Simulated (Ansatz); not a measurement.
# FeCo: pressure series

The parent structure is FeCo in the CsCl type structure (space group Pm-3m, No. 221; ferromagnetic).

```
CELL_PARAMETERS angstrom
      2.80013     0.00000     0.00000
      0.00000     2.80013     0.00000
      0.00000     0.00000     2.80013
ATOMIC_POSITIONS crystal
  Fe 0.00000 0.00000 0.00000
  Co 0.50000 0.50000 0.50000
```

Cell and atoms are relaxed at each pressure.

All numbers come from PBEsol (Ansatz, a program for electronic structure), no SOC, earlier PAW set.

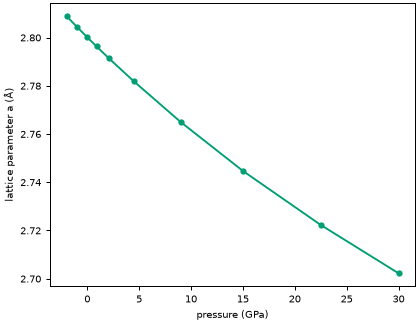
Figure. Lattice parameter a against pressure

| pressure (GPa) | lattice parameter a |
|---|---|
| -2 | 2.809 Å |
| -1 | 2.804 Å |
| 0.9 | 2.796 Å |
| 2.1 | 2.791 Å |
| 4.5 | 2.782 Å |
| 9 | 2.765 Å |
| 15 | 2.745 Å |
| 22.5 | 2.722 Å |
| 30 | 2.702 Å |

The magnetic state is the one reached from the starting moments; the real material's order can differ, and small cells can't hold many antiferromagnetic ones. Load acts through the strain it causes; cell and atoms are relaxed under it. Stability against distortions was not tested. Competing high-pressure phases were not computed.
